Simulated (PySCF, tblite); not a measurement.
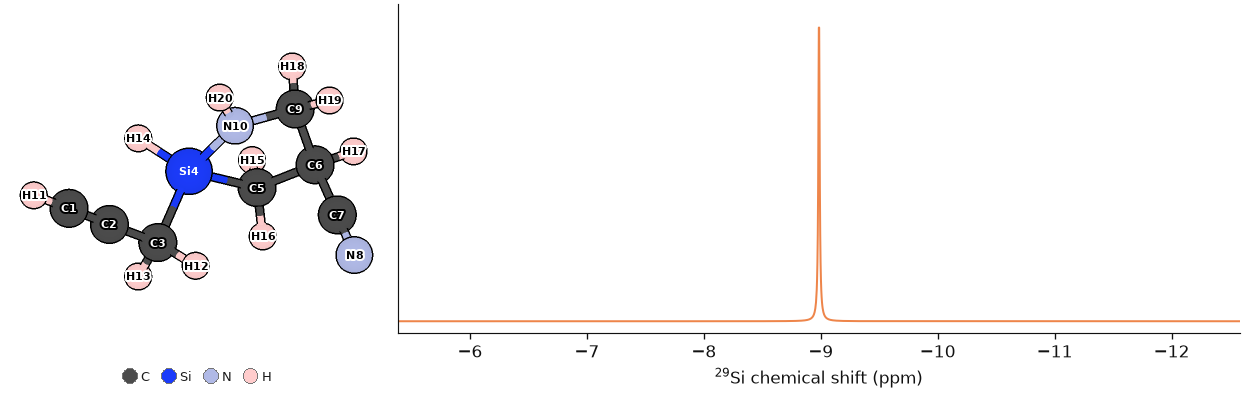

Spectrum and numbered structure of C₇H₁₀N₂Si, SMILES C#CC[Si@@H]1C[C@H](C#N)CN1. GIAO shifts, PBE0/pcSseg-1 with PySCF, at a GFN2-xTB geometry (a minimum by its frequencies), against TMS for ²⁹Si computed at the same level. Gas phase, fully decoupled, line heights follow the number of nuclei, widths are arbitrary (no quadrupolar broadening); values of one conformer, averaged over methyl-type rotors and exact or near symmetry; other conformers aren't averaged in.

Question: Where does the ²⁹Si line lie?

Answer: At −9.0 ppm (Si4).

Caveats: the tight-binding geometry is rougher than a DFT one and adds to the error.
